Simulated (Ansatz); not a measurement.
# MoW5: from a guess to a relaxed structure

Aim: relax a trial structure of MoW5 and see where it ends, then test the end with a random kick.

Program: Ansatz 0.2.0. Level of theory: DFT PBE, scalar-relativistic, plane waves, PAW. These are calculated values, not measurements.

1 further run of the same task is left out (it didn't finish). Runs told in other sessions of the task aren't counted.

## 1. The structure to begin with

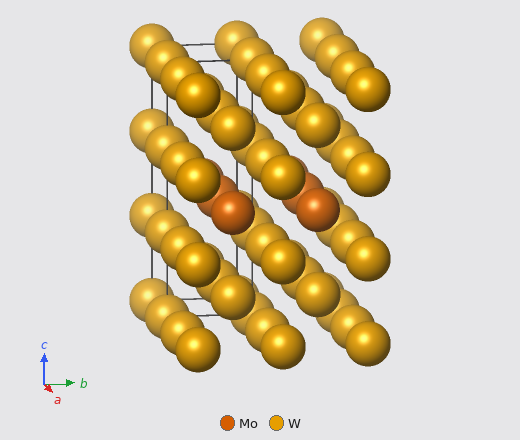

The starting structure, seen slightly off an axis (molybdenum orange, tungsten amber). 3×2×1 cells are drawn. Atoms on the faces are drawn again on the opposite ones.

Coordinates:

```
CELL_PARAMETERS angstrom
3.17984 0.00000 0.00000
0.00000 3.17984 0.00000
0.00000 0.00000 9.54179
ATOMIC_POSITIONS crystal
Mo 0.50000 0.50000 0.50000
W 0.00000 0.00000 0.66593
W 0.50000 0.50000 0.83286
W 0.00000 0.00000 0.00000
W 0.50000 0.50000 0.16714
W 0.00000 0.00000 0.33407
```

The start is the relaxed end of an invented cell (made as: elements ordered on the sites of the Cu type, Mo/W on Cu (P4/mmm, No. 123)), taken up again for a closer look.

## 2. The guess as it stands, on a coarse mesh

Contents of input.yaml:

```yaml
crystal:
  lattice:
    - [3.1798401, 0.0, 0.0]
    - [0.0, 3.1798401, 0.0]
    - [0.0, 0.0, 9.5417943]
  atoms:
    - { symbol: Mo, position: [0.5, 0.5, 0.5] }
    - { symbol: W, position: [0.0, 0.0, 0.665934] }
    - { symbol: W, position: [0.5, 0.5, 0.832858] }
    - { symbol: W, position: [0.0, 0.0, 0.0] }
    - { symbol: W, position: [0.5, 0.5, 0.167142] }
    - { symbol: W, position: [0.0, 0.0, 0.334066] }
basis:
  ecutwfc: 420
kpoints:
  mp_grid: { grid: [6, 6, 2] }
hamiltonian:
  xc: pbe
scf:
  occupations: { method: gaussian, width: 0.1 }
  lower_state_search: "off"
output:
  forces: true
  stress: true
  eigenvalues: true
```

Launch:

```sh
$ ansatz run input.yaml --threads 4 --pin off --max-ram 8192MiB --backend cpu --events-out ev --progress --plain --runs-dir out
```

Standard output (excerpt; [...] marks lines left out):

```text
Warning: RAYON_NUM_THREADS=4 ignored (pool sized by the plan → 4); use --threads N
[...]
Pseudopotentials: kind: paw
Pseudopotential: Mo, paw, valence charge 14, recommended cutoff 420 eV (normal), Mo.paw.azcp
Pseudopotential: W, paw, valence charge 14, recommended cutoff 420 eV (normal), W.paw.azcp
Functional definition: PBE
[...]
Crystal: 6 atoms, lattice volume = 96.481 Å³
Basis set: ecut = 420 eV, 1895 PW (Γ), exchange–correlation on 48×48×128 points (8 copies of the dense FFT grid, shifted against one another)
Bands: 51, of which v1, the nominal top of the filled ones, is band 42 counted from 1 (41 counted from 0)
Symmetry: 16 space group operations
Space group: P4/mmm (ITA 123), of the structure as read, at distance tolerance 4.6e-5 Å
k-points: 20 of 72
[...]
SCF iter   1: F=—  HF=-56880.241734 eV  |F-HF|=—  |Δ(HF+E_count)|=         —  Δρ=2.62e-3  dr2=2.19e-2  ethr=1.77e-3  ⟨swp⟩=4.3  Hψ=3675  notcnv=0
[...]
SCF iter   6: F=-56880.239905 eV  HF=-56880.239905 eV  |F-HF|=3.64e-11  |Δ(HF+E_count)|=   1.64e-9  Δρ=9.58e-7  dr2=4.86e-10  ethr=7.44e-11  ⟨swp⟩=6.2  Hψ=3590  notcnv=0
[...]
SCF converged after 6 iterations
Free energy (F): -56880.239905 eV
[...]
E sigma→0 (E₀):  -56880.233507 eV
Entropy (-TS):   -0.012796 eV (-2.133 meV/atom)
Fermi energy:    21.957595 eV
[...]
--- Forces (eV/Å), atoms counted from 1 ---
  atom   1  Mo     0.00000000    -0.00000000    -0.00000000
  atom   2  W      0.00000000     0.00000000     0.00716644
  atom   3  W     -0.00000000     0.00000000     0.00492081
  atom   4  W     -0.00000000     0.00000000     0.00000000
  atom   5  W      0.00000000     0.00000000    -0.00492081
  atom   6  W     -0.00000000     0.00000000    -0.00716644
[...]
--- Stress (GPa, compression-positive) ---
       -0.254457      -0.000000      -0.000000
       -0.000000      -0.254457       0.000000
       -0.000000       0.000000      -0.092606
  P = ⅓ Tr σ = -0.2005 GPa (-2.005 kbar)
--- Band table (eV; the first three rows and the last of 20) ---
[...]
```

Wall time 0.91 s (4 threads of Intel Xeon 6975P-C (Granite Rapids), shared host); peak memory 0.53 GiB.

From the probe: pressure -0.2 GPa, largest force 0.01 eV/Å, gap on this mesh none (metal). The relaxation goes to the converged mesh at once.

## 3. Spin check on a coarse mesh

Changes to input.yaml since step 2:

```diff
@@ -6,3 +6,3 @@
   atoms:
-    - { symbol: Mo, position: [0.5, 0.5, 0.5] }
+    - { symbol: Mo, position: [0.5, 0.5, 0.5], spin: 1.0 }
     - { symbol: W, position: [0.0, 0.0, 0.665934] }
@@ -25 +25,4 @@
   eigenvalues: true
+  populations: true
+magnetization:
+  spin_polarized: true
```

Launch:

```sh
$ ansatz run input.yaml --threads 4 --pin off --max-ram 8192MiB --backend cpu --events-out ev --progress --plain --runs-dir out
```

Standard output (excerpt; [...] marks lines left out):

```text
[...]
SCF converged after 15 iterations
Magnetization: 0.0000 μB (42.0000 up, 42.0000 down)
Absolute magnetization: 0.0000 μB (∫|ρ↑−ρ↓|, with the PAW one-centre terms)
Spin contamination: 0.0000 ħ² per cell (⟨S²⟩ above its minimum at these occupations)
Per-site moments (μB) at R_I (Å): [(2.1219452056496005e-6, 1.1343792041672955), (-7.413150742066629e-7, 1.1343792041672955), (5.284387496730486e-6, 1.1366271396997487), (-7.084588409853685e-6, 1.1371233365157238), (5.2843874967256185e-6, 1.136627139699749), (-7.413150742311246e-7, [...]
Free energy (F): -56880.239905 eV
[...]
E sigma→0 (E₀):  -56880.233507 eV
Entropy (-TS):   -0.012796 eV (-2.133 meV/atom)
Fermi energy:    21.957596 eV
[...]
--- Forces (eV/Å), atoms counted from 1 ---
  atom   1  Mo     0.00000000    -0.00000000    -0.00000000
  atom   2  W      0.00000000     0.00000000     0.00716661
  atom   3  W      0.00000000     0.00000000     0.00491753
  atom   4  W     -0.00000000     0.00000000     0.00000000
  atom   5  W     -0.00000000     0.00000000    -0.00491753
  atom   6  W     -0.00000000     0.00000000    -0.00716661
[...]
--- Stress (GPa, compression-positive) ---
       -0.254445      -0.000000       0.000000
       -0.000000      -0.254445      -0.000000
       -0.000000      -0.000000      -0.092592
  P = ⅓ Tr σ = -0.2005 GPa (-2.005 kbar)
--- Band table (eV; the first three rows and the last of 40) ---
[...]
--- Löwdin populations: 6 sites ---
  site symbol       q [e]    m [muB]
     0     Mo     14.0919     0.0000
     1      W     13.7758    -0.0000
     2      W     13.8498     0.0000
     3      W     13.8547    -0.0000
     4      W     13.8498     0.0000
     5      W     13.7758    -0.0000
  spilling = 0.009552 (of n_electrons = 84.000000)
```

Wall time 3.4 s (4 threads of Intel Xeon 6975P-C (Granite Rapids), shared host); peak memory 0.57 GiB.

Per atom:

```
atom  Löwdin electrons
 Mo1             14.09
  W2             13.78
  W3             13.85
  W4             13.85
  W5             13.85
  W6             13.78
```

The Löwdin counts miss 0.80 of the 84 electrons, which the atomic orbitals do not span, so they are no charges.

The same cell is solved with trial moments on Mo. The largest site moment that stays is 0.00 μB and the cell's total 0.00 μB. The workflow keeps spin only above 0.25 μB on a site, so the next run goes without spin.

## 4. Full relaxation

Contents of input.yaml:

```yaml
crystal:
  lattice:
    - [3.1798401, 0.0, 0.0]
    - [0.0, 3.1798401, 0.0]
    - [0.0, 0.0, 9.5417943]
  atoms:
    - { symbol: Mo, position: [0.5, 0.5, 0.5] }
    - { symbol: W, position: [0.0, 0.0, 0.665934] }
    - { symbol: W, position: [0.5, 0.5, 0.832858] }
    - { symbol: W, position: [0.0, 0.0, 0.0] }
    - { symbol: W, position: [0.5, 0.5, 0.167142] }
    - { symbol: W, position: [0.0, 0.0, 0.334066] }
basis:
  ecutwfc: 420
kpoints:
  mp_grid: { grid: [12, 12, 4] }
hamiltonian:
  xc: pbe
scf:
  occupations: { method: gaussian, width: 0.1 }
output:
  forces: true
  stress: true
  eigenvalues: true
  write_density: true
  write_potential: true
  elf: true
  volumetric_format: npy
relax:
  adjacent_minimum: "off"
  f_tol: 0.01
  max_steps: 80
  cell: { stress_tol: 0.05 }
```

Launch:

```sh
$ ansatz run input.yaml --threads 4 --pin off --max-ram 8192MiB --backend cpu --events-out ev --progress --plain --runs-dir out
```

Standard output (excerpt; [...] marks lines left out):

```text
Warning: RAYON_NUM_THREADS=4 ignored (pool sized by the plan → 4); use --threads N
[...]
[... 4 set-up lines as earlier in the session ...]
[...]
Crystal: 6 atoms, lattice volume = 96.481 Å³
Basis set: ecut = 420 eV, 1895 PW (Γ), exchange–correlation on 48×48×128 points (8 copies of the dense FFT grid, shifted against one another)
Bands: 51, of which v1, the nominal top of the filled ones, is band 42 counted from 1 (41 counted from 0)
[... 2 set-up lines as earlier in the session ...]
k-points: 84 of 576
[...]
SCF iter   1: F=—  HF=-56880.163041 eV  |F-HF|=—  |Δ(HF+E_count)|=         —  Δρ=2.55e-3  dr2=1.90e-2  ethr=1.77e-3  ⟨swp⟩=4.4  Hψ=15514  notcnv=0
[...]
  atom   6  W      0.00000000     0.00000000     0.00007506
[...]
--- Stress (GPa, compression-positive) ---
       -0.007505      -0.000000       0.000000
       -0.000000      -0.007505       0.000000
        0.000000       0.000000      -0.038943
  P = ⅓ Tr σ = -0.0180 GPa (-0.180 kbar)
--- Band table (eV; the first three rows and the last of 84) ---
[...]
--- Relaxed structure (1 steps of the walk, 1 accepted, 1 SCFs on fresh bases) ---
  F+E_penalty+E_count = -56880.16153655 eV   max|allowed force component| = 2.532e-3 eV/Å   (the final SCF, on the basis selected at the relaxed cell)
  cell:  # Å, volume = 96.4807 Å³
    - [3.1798401, 0.0, 0.0]
    - [0.0, 3.1798401, 0.0]
    - [0.0, 0.0, 9.5417943]
  atoms:
    - { symbol: Mo, position: [0.49999999999999994, 0.49999999999999994, 0.5] }
    - { symbol: W, position: [0.0, 0.0, 0.665934] }
    - { symbol: W, position: [0.49999999999999994, 0.49999999999999994, 0.832858] }
    - { symbol: W, position: [0.0, 0.0, 0.0] }
    - { symbol: W, position: [0.49999999999999994, 0.49999999999999994, 0.167142] }
    - { symbol: W, position: [0.0, 0.0, 0.334066] }
```

Run time: 6.8 s. Hardware: 4 threads of Intel Xeon 6975P-C (Granite Rapids), shared host; peak memory 0.7 GiB.

Relaxation path:

| step | E - E(step 1) (eV/cell) | largest force component (eV/Å) | pressure (GPa) | volume (Å³) |
| --- | --- | --- | --- | --- |
| 1 | 0.0000 | 0.0026 | -0.02 | 96.48 |
| 2 | 0.0000 | 0.0025 | -0.02 | 96.48 |

Step 1 is the start. Step 2 repeats the geometry before it on a plane-wave basis chosen anew for that cell, so its energy need not be comparable with the rows above.

|  | before | after | change |
| --- | --- | --- | --- |
| a (Å) | 3.180 | 3.180 | 0.0 % |
| b (Å) | 3.180 | 3.180 | 0.0 % |
| c (Å) | 9.542 | 9.542 | 0.0 % |
| volume (Å³/atom) | 16.08 | 16.08 | 0.0 % |
| shortest distance (Å) | 2.750 | 2.750 | 0.0 % |
| space group (0.01 Å) | P4/mmm | P4/mmm | same |

The run keeps the 16 symmetry operations of the start, so it could not have lowered the symmetry.

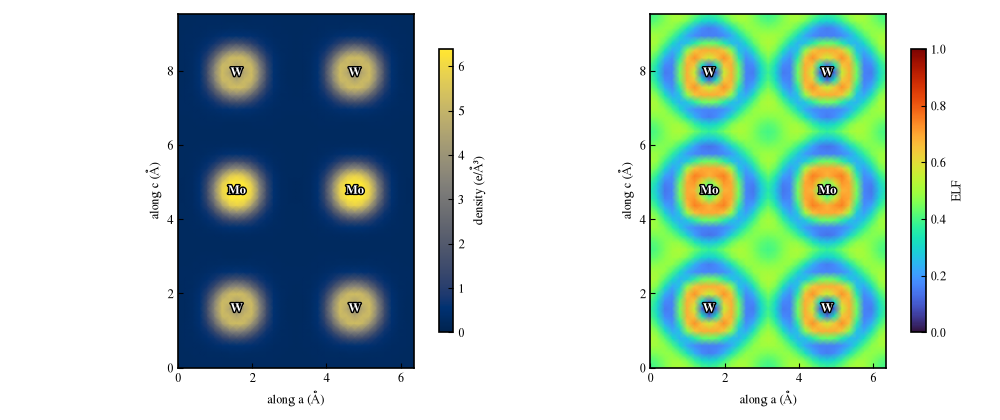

Density (left) and ELF (right) in a lattice plane of the grid's cell (edges 3.18 and 9.54 Å, at 0.500 of the third edge), which holds Mo and W. Only atoms in the plane are labelled. Both are smooth fields of the valence electrons: close to the nuclei they are not physical.

Outside the cores ELF peaks at 0.52 between the atoms, 1.8 Å from W.

## 5. Changing settings: basis.precision f64, occupations.width 0.001, eigensolver.kind davidson

Changes to input.yaml since step 4:

```diff
@@ -14,2 +14,3 @@
   ecutwfc: 420
+  precision: f64
 kpoints:
@@ -19,15 +20,7 @@
 scf:
-  occupations: { method: gaussian, width: 0.1 }
+  occupations: { method: gaussian, width: 0.001 }
+  eigensolver: { kind: davidson }
 output:
   forces: true
+  eigenvalues: true
   stress: true
-  eigenvalues: true
-  write_density: true
-  write_potential: true
-  elf: true
-  volumetric_format: npy
-relax:
-  adjacent_minimum: "off"
-  f_tol: 0.01
-  max_steps: 80
-  cell: { stress_tol: 0.05 }
```

Launch:

```sh
$ ansatz run input.yaml --threads 4 --pin off --max-ram 8192MiB --backend cpu --events-out ev --progress --plain --runs-dir out
```

Standard output (excerpt; [...] marks lines left out):

```text
Warning: RAYON_NUM_THREADS=4 ignored (pool sized by the plan → 4); use --threads N
[...]
[... 4 set-up lines as earlier in the session ...]
[...]
Crystal: 6 atoms, lattice volume = 96.481 Å³
Basis set: ecut = 420 eV, 1895 PW (Γ), exchange–correlation on 48×48×128 points (8 copies of the dense FFT grid, shifted against one another)
Bands: 51, of which v1, the nominal top of the filled ones, is band 42 counted from 1 (41 counted from 0)
[... 2 set-up lines as earlier in the session ...]
k-points: 84 of 576
[...]
SCF iter   1: F=—  HF=-56880.156859 eV  |F-HF|=—  |Δ(HF+E_count)|=         —  Δρ=2.59e-3  dr2=1.88e-2  ethr=1.77e-3  ⟨swp⟩=5.3  Hψ=16121  notcnv=0
[...]
SCF converged after 7 iterations
Free energy (F): -56880.156813 eV
[...]
E sigma→0 (E₀):  -56880.156810 eV
Entropy (-TS):   -0.000006 eV (-0.001 meV/atom)
Fermi energy:    22.013702 eV
[...]
--- Forces (eV/Å), atoms counted from 1 ---
  atom   1  Mo     0.00000000    -0.00000000    -0.00000000
  atom   2  W     -0.00000000     0.00000000     0.00470098
  atom   3  W      0.00000000     0.00000000    -0.00421167
  atom   4  W     -0.00000000     0.00000000     0.00000000
  atom   5  W     -0.00000000     0.00000000     0.00421167
  atom   6  W      0.00000000     0.00000000    -0.00470098
[...]
--- Stress (GPa, compression-positive) ---
        0.054156      -0.000000       0.000000
       -0.000000       0.054156       0.000000
        0.000000       0.000000       0.122232
  P = ⅓ Tr σ = 0.0768 GPa (0.768 kbar)
--- Band table (eV; the first three rows and the last of 84) ---
[...]
```

Run time: 4.5 s. Hardware: 4 threads of Intel Xeon 6975P-C (Granite Rapids), shared host; peak memory 0.64 GiB.

```
    run     ending        energy change  pressure (GPa)  gap (eV)  force (eV/Å)  cycles   time
 step 4  converged                    0             0.0      0.00          0.00       -  6.8 s
variant  converged  -0.2 meV/atom (σ→0)             0.1      0.00          0.00       7  4.5 s
```

Changing the arithmetic precision, smearing and solver leaves the energy as it was (-0.2 meV/atom).

## 6. Reference for the kick test

Contents of input.yaml:

```yaml
crystal:
  lattice:
    - [3.1798401, 0.0, 0.0]
    - [0.0, 3.1798401, 0.0]
    - [0.0, 0.0, 19.0835886]
  atoms:
    - { symbol: Mo, position: [0.5, 0.5, 0.25] }
    - { symbol: Mo, position: [0.5, 0.5, 0.75] }
    - { symbol: W, position: [0.0, 0.0, 0.332967] }
    - { symbol: W, position: [0.0, 0.0, 0.832967] }
    - { symbol: W, position: [0.5, 0.5, 0.416429] }
    - { symbol: W, position: [0.5, 0.5, 0.916429] }
    - { symbol: W, position: [0.0, 0.0, 0.0] }
    - { symbol: W, position: [0.0, 0.0, 0.5] }
    - { symbol: W, position: [0.5, 0.5, 0.083571] }
    - { symbol: W, position: [0.5, 0.5, 0.583571] }
    - { symbol: W, position: [0.0, 0.0, 0.167033] }
    - { symbol: W, position: [0.0, 0.0, 0.667033] }
basis:
  ecutwfc: 420
kpoints:
  mp_grid: { grid: [6, 6, 1] }
hamiltonian:
  xc: pbe
scf:
  occupations: { method: gaussian, width: 0.2 }
  lower_state_search: "off"
output:
  forces: true
  stress: true
  eigenvalues: true
```

Launch:

```sh
$ ansatz run input.yaml --threads 4 --pin off --max-ram 8192MiB --backend cpu --events-out ev --progress --plain --runs-dir out
```

Standard output (excerpt; [...] marks lines left out):

```text
[...]
SCF converged after 6 iterations
Free energy (F): -113760.515042 eV
[...]
E sigma→0 (E₀):  -113760.466750 eV
Entropy (-TS):   -0.096585 eV (-8.049 meV/atom)
Fermi energy:    21.966453 eV
[...]
--- Forces (eV/Å), atoms counted from 1 ---
  atom   1  Mo     0.00000000     0.00000000     0.00000000
  atom   2  Mo     0.00000000     0.00000000     0.00000000
  atom   3  W      0.00000000     0.00000000     0.03922885
  atom   4  W      0.00000000     0.00000000     0.03922885
  atom   5  W     -0.00000000    -0.00000000    -0.00818262
  atom   6  W     -0.00000000     0.00000000    -0.00818262
  atom   7  W      0.00000000    -0.00000000     0.00000000
  atom   8  W      0.00000000    -0.00000000     0.00000000
[...]
--- Stress (GPa, compression-positive) ---
       -0.292224      -0.000000      -0.000000
       -0.000000      -0.292224       0.000000
       -0.000000       0.000000      -0.161247
  P = ⅓ Tr σ = -0.2486 GPa (-2.486 kbar)
--- Band table (eV; the first three rows and the last of 10) ---
[...]
```

It took 1.4 s on 4 threads of Intel Xeon 6975P-C (Granite Rapids), shared host; peak memory 0.79 GiB.

The cell holds 12 atoms, 2 times the relaxed one.

[end of part 1 of 2]
